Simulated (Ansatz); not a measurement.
# RPA@PBE0/6-31G(d) (spherical functions) run of C2HClF2 (SMILES FC(F)=CCl)

What is the energy change on altering one bond length of C2HClF2 at RPA@PBE0/6-31G* (spherical functions)? 

The calculation is run with Ansatz 0.2.0.

68 further runs of the same task are left out: 68 set aside as unsound or not needed.

### Step 1. The structure to begin with

The species is C2HClF2 (6 atoms), meant as a singlet with charge 0. As SMILES, `FC(F)=CCl`. The shape is that of a PBE0-D4/def2-TZVP optimisation.

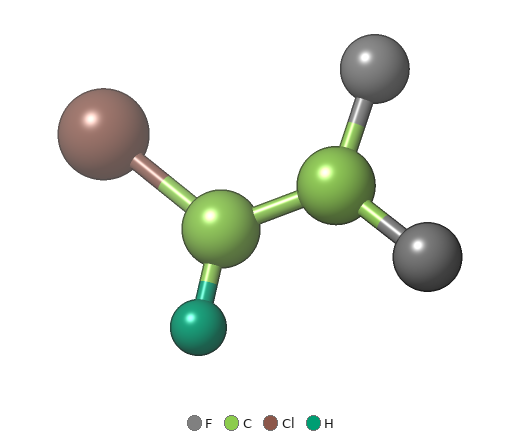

Viewed from a chosen angle; fluorine grey, carbon green, chlorine brown, hydrogen teal.

### Step 2. A single-point energy at RPA@PBE0/6-31G(d) (spherical functions)

in.yaml reads:

```yaml
crystal:
  periodic: [false, false, false]
  atoms:
    - {symbol: F, position_ang: [0.901010, -0.810380, 1.342040]}
    - {symbol: C, position_ang: [0.267650, -0.562200, 0.220370]}
    - {symbol: F, position_ang: [0.192510, -1.632620, -0.522730]}
    - {symbol: C, position_ang: [-0.218360, 0.626770, -0.086550]}
    - {symbol: Cl, position_ang: [-1.039010, 0.926430, -1.552100]}
    - {symbol: H, position_ang: [-0.103800, 1.452000, 0.598970]}
basis:
  gaussian:
    orbitals: 6-31G_st_-spherical.json
hamiltonian:
  xc: {name: PBE0}
accuracy: high
correlation:
  method: rpa
  frozen_orbitals: {C: 1, Cl: 5, F: 1, H: 0}
```

The basis set 6-31G* is read from a file made from the Basis Set Exchange's data (not shown).

The run is started by

```bash
$ ansatz run in.yaml --threads 1 --pin off --max-ram 3480MiB --events-out events.jsonl --progress --plain --runs-dir runs
```

The program printed:

```text
Warning: RAYON_NUM_THREADS=1 ignored (pool sized by the plan → 1); use --threads N
Functional definition: PBE0
  name "PBE0"
  parameter a = 0.25
  parameter kappa = 0.804
  parameter beta = 0.06672455060314922
  exchange = (1 - a)*pbe_x(kappa = kappa, mu = beta*pi^2/3) + a*exact_x
  correlation = pbe_c(beta = beta)
1683 factors; integrals over basis functions are off by at most 5.4e-9 eV
mean field evaluation 1: about -20030.9891 eV, gradient 3.1e1 eV
mean field evaluation 2: about -20031.2012 eV, gradient 3.1e1 eV
mean field evaluation 4: about -20032.9750 eV, gradient 7.0e0 eV
mean field evaluation 8: about -20033.0915 eV, gradient 4.7e-1 eV
mean field evaluation 16: about -20033.0920 eV, gradient 1.5e-5 eV
mean field -20033.09197096 eV, -736.2025510152 hartree, gradient 5.0e-8 eV, S^2 0.000000; 0 other end points of the search recorded, 0 dependent functions left out
9 core orbitals not correlated: weight in the atoms' cores, before any rotation towards them, 1.000 or more for the frozen orbitals, at most 0.000 for the correlated occupied ones
reference -19989.57578594 eV, -734.6033607123 hartree; 15, 15 occupied and 52, 52 virtual orbitals, 1683 factors
Total energy: -20016.09375133 eV, -735.5778779658 hartree
```

Run time: 9.3 s. Hardware: 1 thread of Arm Neoverse V1, shared host; peak memory 0.23 GiB.

### Step 3. The distorted shape at the same level

in.yaml reads:

```yaml
crystal:
  periodic: [false, false, false]
  atoms:
    - {symbol: F, position_ang: [0.973904, -0.988707, 1.388073]}
    - {symbol: C, position_ang: [0.340544, -0.740527, 0.266403]}
    - {symbol: F, position_ang: [0.265404, -1.810947, -0.476697]}
    - {symbol: C, position_ang: [-0.218360, 0.626770, -0.086550]}
    - {symbol: Cl, position_ang: [-1.039010, 0.926430, -1.552100]}
    - {symbol: H, position_ang: [-0.103800, 1.452000, 0.598970]}
basis:
  gaussian:
    orbitals: 6-31G_st_-spherical.json
hamiltonian:
  xc: {name: PBE0}
correlation:
  method: rpa
  frozen_orbitals: {C: 1, Cl: 5, F: 1, H: 0}
accuracy: high
```

The basis set 6-31G* is read from a file made from the Basis Set Exchange's data (not shown).

The run is started by

```bash
$ ansatz run in.yaml --threads 1 --pin off --max-ram 3480MiB --events-out events.jsonl --progress --plain --runs-dir runs
```

The program printed, cut to the lines that bear on the results:

```text
Warning: RAYON_NUM_THREADS=1 ignored (pool sized by the plan → 1); use --threads N
[... 2 set-up lines as earlier in the session ...]
[...]
1671 factors; integrals over basis functions are off by at most 5.1e-9 eV
[...]
mean field -20032.25520100 eV, -736.1718002865 hartree, gradient 5.9e-8 eV, S^2 0.000000; 0 other end points of the search recorded, 0 dependent functions left out
9 core orbitals not correlated: weight in the atoms' cores, before any rotation towards them, 1.000 or more for the frozen orbitals, at most 0.000 for the correlated occupied ones
reference -19988.37297376 eV, -734.5591581799 hartree; 15, 15 occupied and 52, 52 virtual orbitals, 1671 factors
Total energy: -20015.32867333 eV, -735.5497618680 hartree
```

Run time: 9.3 s. Hardware: 1 thread of Arm Neoverse V1, shared host; peak memory 0.24 GiB.

### Step 4. Summary of results

Level: RPA@PBE0/6-31G* (spherical functions), 9 core orbitals frozen.

```
                                                         quantity          value
                                        first shape: total energy  -735.57788 Eh
                    first shape: RPA correlation energy (valence)     -974.5 mEh
                                    distorted shape: total energy  -735.54976 Eh
                distorted shape: RPA correlation energy (valence)     -990.6 mEh
energy change with the C2–C4 bond stretched from 1.321 to 1.519 Å       0.765 eV
```

In words: With the C2–C4 bond stretched from 1.321 to 1.519 Å the energy rises by 0.77 eV (73.8 kJ/mol). The first shape isn't relaxed at this level, so the change isn't measured from a minimum.
